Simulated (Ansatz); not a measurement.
**H3NOSi: interaction energy of a dimer with the counterpoise correction, by script**

How strongly do two molecules of H3NOSi bind, and how much of that is basis error? Wanted for H3NOSi: the interaction energy of a dimer with the counterpoise correction. SMILES: N[Si]O.

Computed with Ansatz 0.2.0, driven from Python. Level of theory: PBE/def2-SVP.

### 1 The structure

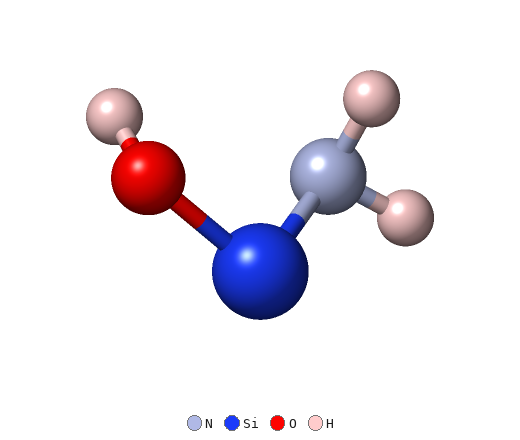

The structure that the script starts from, seen from a chosen angle (nitrogen light blue, silicon blue, oxygen red, hydrogen pink).

No structure file is read: the coordinates are typed or built in the script.

### 2 The script

Input file dimer.py:

```python
"""Binding of a H3NOSi dimer at a trial geometry."""

import ansatz as az

FIRST = [
    ("N", (-0.8283, 0.003, -0.2548)),
    ("Si", (0.6304, -0.6052, -0.6716)),
    ("O", (1.4819, -0.1858, 0.6496)),
    ("H", (-1.4844, -0.1158, -1.0062)),
    ("H", (-0.8069, 1.0542, -0.2073)),
    ("H", (1.0075, -0.1506, 1.4903)),
]
SECOND = [
    ("N", (2.2651, -3.9268, 0.546)),
    ("Si", (2.9204, -4.6495, -0.7654)),
    ("O", (1.7328, -4.3753, -1.8428)),
    ("H", (2.8556, -4.0562, 1.3483)),
    ("H", (1.4068, -4.4379, 0.8776)),
    ("H", (1.2149, -3.567, -1.7358)),
]

def energy(atoms, ghosts=()):
    molecule = az.Crystal.molecule()
    for symbol, xyz in atoms:
        molecule = molecule.atom(symbol, xyz)
    calc = (
        molecule.calculation()
        .basis(gaussian="def2-SVP")
        .functional("pbe")
    )
    deck = calc.input()
    if ghosts:
        deck = deck.set(az.key.basis.gaussian.ghost_atoms, [{"symbol": s, "position_ang": list(xyz)} for s, xyz in ghosts])
    return az.Session.from_dict(deck).plan().execute().report["free_energy_ev"]


def main() -> None:
    # ghost atoms carry the functions of the partner
    both = energy(FIRST + SECOND)
    alone = energy(FIRST) + energy(SECOND)
    ghosted = energy(FIRST, SECOND) + energy(SECOND, FIRST)
    print(f"dimer {both:.6f} eV")
    print(f"interaction, uncorrected   {(both - alone):8.3f} eV")
    print(f"interaction, counterpoise  {(both - ghosted):8.3f} eV")
    print(f"basis-set superposition    {(alone - ghosted):8.3f} eV")


if __name__ == "__main__":
    main()
```

### 3 What the engine is handed

The package turns the script's settings into the engine's input (first run):

```yaml
crystal:
  periodic: [false, false, false]
  atoms:
    - { symbol: "N", position_ang: [-0.8283, 0.003, -0.2548] }
    - { symbol: Si, position_ang: [0.6304, -0.6052, -0.6716] }
    - { symbol: O, position_ang: [1.4819, -0.1858, 0.6496] }
    - { symbol: H, position_ang: [-1.4844, -0.1158, -1.0062] }
    - { symbol: H, position_ang: [-0.8069, 1.0542, -0.2073] }
    - { symbol: H, position_ang: [1.0075, -0.1506, 1.4903] }
    - { symbol: "N", position_ang: [2.2651, -3.9268, 0.546] }
    - { symbol: Si, position_ang: [2.9204, -4.6495, -0.7654] }
    - { symbol: O, position_ang: [1.7328, -4.3753, -1.8428] }
    - { symbol: H, position_ang: [2.8556, -4.0562, 1.3483] }
    - { symbol: H, position_ang: [1.4068, -4.4379, 0.8776] }
    - { symbol: H, position_ang: [1.2149, -3.567, -1.7358] }
basis:
  gaussian:
    orbitals: def2-SVP
hamiltonian:
  xc: pbe
```

### 4 Launch

Command:

```bash
> python dimer.py
```

What it wrote:

```text
dimer -22900.997826 eV
interaction, uncorrected     -0.126 eV
interaction, counterpoise    -0.062 eV
basis-set superposition       0.063 eV
```

It took 10 s on 1 thread of Arm Neoverse V2, shared host; peak memory 0.2 GiB.

### 5 Inputs of later runs

The engine's inputs for some of the other runs:

Run 3, against run 1:

```diff
@@ -4,6 +3,0 @@
-    - { symbol: "N", position_ang: [-0.8283, 0.003, -0.2548] }
-    - { symbol: Si, position_ang: [0.6304, -0.6052, -0.6716] }
-    - { symbol: O, position_ang: [1.4819, -0.1858, 0.6496] }
-    - { symbol: H, position_ang: [-1.4844, -0.1158, -1.0062] }
-    - { symbol: H, position_ang: [-0.8069, 1.0542, -0.2073] }
-    - { symbol: H, position_ang: [1.0075, -0.1506, 1.4903] }
```

Run 4, against run 1:

```diff
@@ -10,6 +9,0 @@
-    - { symbol: "N", position_ang: [2.2651, -3.9268, 0.546] }
-    - { symbol: Si, position_ang: [2.9204, -4.6495, -0.7654] }
-    - { symbol: O, position_ang: [1.7328, -4.3753, -1.8428] }
-    - { symbol: H, position_ang: [2.8556, -4.0562, 1.3483] }
-    - { symbol: H, position_ang: [1.4068, -4.4379, 0.8776] }
-    - { symbol: H, position_ang: [1.2149, -3.567, -1.7358] }
@@ -18,0 +13,7 @@
+    ghost_atoms:
+      - { symbol: "N", position_ang: [2.2651, -3.9268, 0.546] }
+      - { symbol: Si, position_ang: [2.9204, -4.6495, -0.7654] }
+      - { symbol: O, position_ang: [1.7328, -4.3753, -1.8428] }
+      - { symbol: H, position_ang: [2.8556, -4.0562, 1.3483] }
+      - { symbol: H, position_ang: [1.4068, -4.4379, 0.8776] }
+      - { symbol: H, position_ang: [1.2149, -3.567, -1.7358] }
```

Run 5, against run 1:

```diff
@@ -4,6 +3,0 @@
-    - { symbol: "N", position_ang: [-0.8283, 0.003, -0.2548] }
-    - { symbol: Si, position_ang: [0.6304, -0.6052, -0.6716] }
-    - { symbol: O, position_ang: [1.4819, -0.1858, 0.6496] }
-    - { symbol: H, position_ang: [-1.4844, -0.1158, -1.0062] }
-    - { symbol: H, position_ang: [-0.8069, 1.0542, -0.2073] }
-    - { symbol: H, position_ang: [1.0075, -0.1506, 1.4903] }
@@ -18,0 +13,7 @@
+    ghost_atoms:
+      - { symbol: "N", position_ang: [-0.8283, 0.003, -0.2548] }
+      - { symbol: Si, position_ang: [0.6304, -0.6052, -0.6716] }
+      - { symbol: O, position_ang: [1.4819, -0.1858, 0.6496] }
+      - { symbol: H, position_ang: [-1.4844, -0.1158, -1.0062] }
+      - { symbol: H, position_ang: [-0.8069, 1.0542, -0.2073] }
+      - { symbol: H, position_ang: [1.0075, -0.1506, 1.4903] }
```

Lines on the test bed's own set-up are left out of the output.

### 6 The runs side by side

One row for each of the 5 runs:

| run | system | ghost atoms | energy (eV) | SCF cycles | CPU time (s) |
| --- | --- | --- | --- | --- | --- |
| 1 | H6N2O2Si2 | not set | -22900.9978 | 20 | 2.8 |
| 2 | H3NOSi | not set | -11450.4362 | 18 | 0.97 |
| 3 | H3NOSi | not set | -11450.4361 | 18 | 0.81 |
| 4 | H3NOSi | a list of 6 | -11450.4574 | 18 | 2.4 |
| 5 | H3NOSi | a list of 6 | -11450.4780 | 18 | 2.4 |

Totals carry meaning only in balanced differences at one level of theory.

### 7 What came out

```
                        quantity      value
 interaction energy, uncorrected  -0.126 eV
interaction energy, counterpoise  -0.062 eV
                   runs compared          5
```

In words: The counterpoise correction takes away 51 % of the apparent binding. Uncorrected it is -0.126 eV, with the counterpoise correction -0.062 eV; the difference, 0.06 eV, is the superposition error. Caveats:
- The dimer is a generated trial pose of unrelaxed monomers, not a minimum, so the figure is no binding energy, and the basis set is small.
- This level lacks the dispersion part of the attraction (electrostatics and induction are there), which can decide the sign where the interaction is weak.
